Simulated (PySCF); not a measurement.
**C$_{3}$F$_{8}$, SMILES `FC(F)(F)C(F)(F)C(F)(F)F`: what the electrons do**

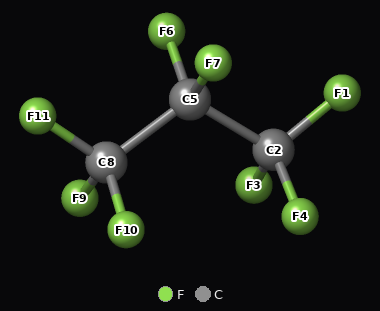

The molecule, with its atoms numbered as below. No frequency check shows the geometry to be a minimum.

Coordinates in Å:

```
F1      -2.3700    0.5493   -0.0002
C2      -1.3009   -0.2334    0.0020
F3      -1.3544   -1.0102    1.0758
F4      -1.3542   -1.0102   -1.0760
C5       0.0000    0.6251   -0.0000
F6       0.0011    1.4183    1.0844
F7      -0.0011    1.4183   -1.0844
C8       1.3009   -0.2334   -0.0020
F9       1.3543   -1.0102    1.0760
F10      1.3544   -1.0102   -1.0757
F11      2.3700    0.5493    0.0002
```

Part 1: Bonding charge

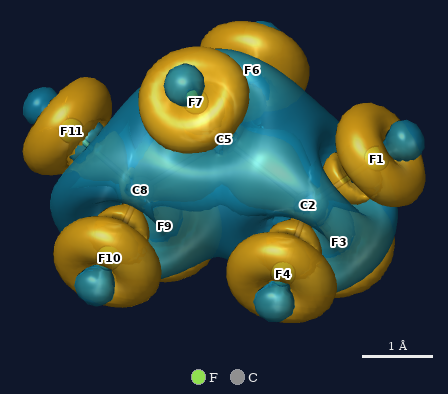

Deformation density (molecule less spherical, spin-averaged free atoms at the same positions), surfaces at ±0.05 e/Å³; yellow: gain, teal: loss.

Level of theory: B3LYP/def2-SVPD (PySCF), at a geometry from GFN2-xTB.

> How much density has each bond gained at its critical point, relative to the free atoms?

C5–C8 and C2–C5: +0.64 e/Å³ at the bond critical point (bond length 1.56 Å). F1–C2 and C8–F11: +0.17 e/Å³ at the bond critical point (bond length 1.32 Å). C2–F3, C8–F10, C8–F9 and C2–F4: +0.17 e/Å³ at the bond critical point (bond length 1.33 Å). C5–F7 and C5–F6: +0.09 e/Å³ at the bond critical point (bond length 1.34 Å); up to 0.6 Å beside the axis the gain reaches +0.29 e/Å³. In all, 2.6 electrons gather in the regions of gain relative to the promolecule. A small or negative value marks a very polar bond, one between electron-rich atoms, whose free-atom densities already overlap strongly, a long bond to a heavier atom, or a closed-shell contact such as a hydrogen bond.

> Where do the Hirshfeld charges lie?

The highest Hirshfeld charge is on C2 and C8 (+0.26 e), the lowest on F3, F4, F9 and F10 (−0.09 e).

| atom | charge (e) |
| --- | --- |
| F1 | −0.09 |
| C2 | +0.26 |
| F3 | −0.09 |
| F4 | −0.09 |
| C5 | +0.17 |
| F6 | −0.09 |
| F7 | −0.09 |
| C8 | +0.26 |
| F9 | −0.09 |
| F10 | −0.09 |
| F11 | −0.09 |

Part 2: Bond critical points

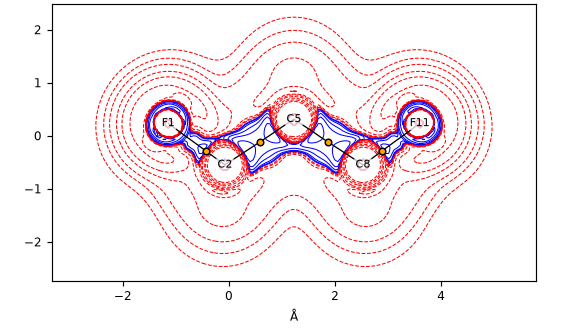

Negative Laplacian of the density (−∇²ρ) in the plane of F1, C2, C5, C8 and F11 (solid blue lines positive, dashed red lines negative, contours at ±0.02 to ±8 a.u.), with bond paths and bond critical points (dots).

> At which bond critical points in this plane is charge locally concentrated, and at which depleted?

Concentrated (∇²ρ < 0): F1–C2 and C8–F11 (−0.21 a.u.); C5–C8 and C2–C5 (−0.69 a.u.). At none is it depleted.

> Where along F1–C2 does the critical point lie?

0.88 Å from F1 and 0.45 Å from C2.

Part 3: Local ionisation energy

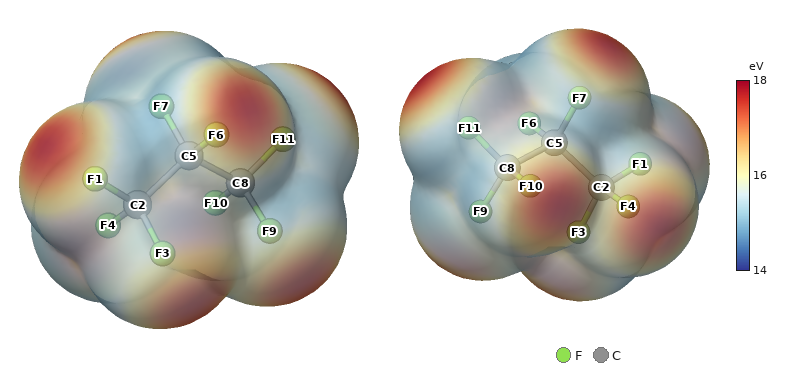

Average local ionisation energy on the surface of electron density 0.001 a.u. (back view left, front view right).

> Locate the minima of the map.

The lowest value is 15.0 eV, 1.7 Å from F6, and at like points elsewhere. Further minima include 15.0 eV, 1.7 Å from F1. For comparison, the highest occupied orbital lies at −10.9 eV.

Part 4: In an electric field

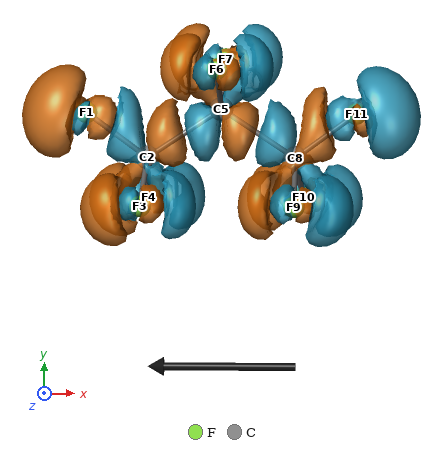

Change of the electron density in a uniform field of 0.21 V/Å along −x (arrow), surfaces at ±0.0015 e/Å³ (light blue: gain, orange: loss).

PySCF calculation, B3LYP/def2-SVPD, gas phase; geometry: GFN2-xTB.

The field was applied in both directions; the picture shows the one opposite to the script's first.

> How large is the response?

The induced dipole is 0.48 D (along the field); α along this axis, from the fields in both directions, is 47 bohr³ (7.0 Å³).

Part 5: Removing or adding an electron

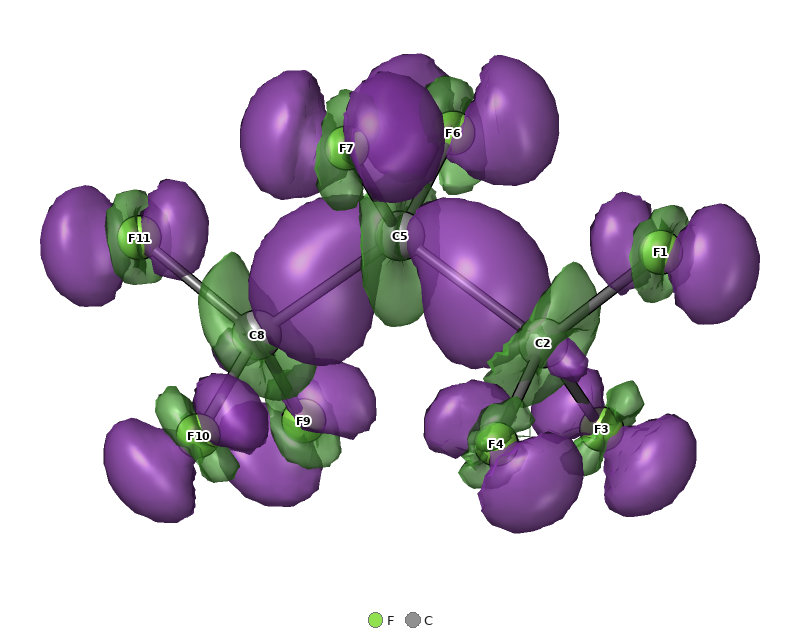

Fukui function f⁻ = ρ(N) − ρ(N−1) at fixed geometry, surfaces at ±0.03 e/Å³ (purple positive, green negative).

> On which atoms does the density change most on removal of an electron?

f⁻ (Hirshfeld-condensed) is largest on F6 and F7 (0.14 each), F1 and F11 (0.09 each) and F3, F4, F9 and F10 (0.09 each); the vertical ionisation energy is 13.34 eV (the stability of the cation's solution wasn't checked). Condensed values hint at sites of electrophilic attack but needn't mark the atom that reacts. Shares this close don't rank the sites. Orbital relaxation makes it negative in places (0.20 e in all).

```tsv
atom	f⁻	charge
F1	+0.09	−0.09
C2	+0.06	+0.26
F3	+0.09	−0.09
F4	+0.09	−0.09
C5	+0.08	+0.17
F6	+0.14	−0.09
F7	+0.14	−0.09
C8	+0.06	+0.26
F9	+0.09	−0.09
F10	+0.09	−0.09
F11	+0.09	−0.09
```

The PySCF runs shown took 41 s, 77 s and 100 s on 1 thread of AMD EPYC 7R43 64-Core Processor (Zen 3) (shared host).
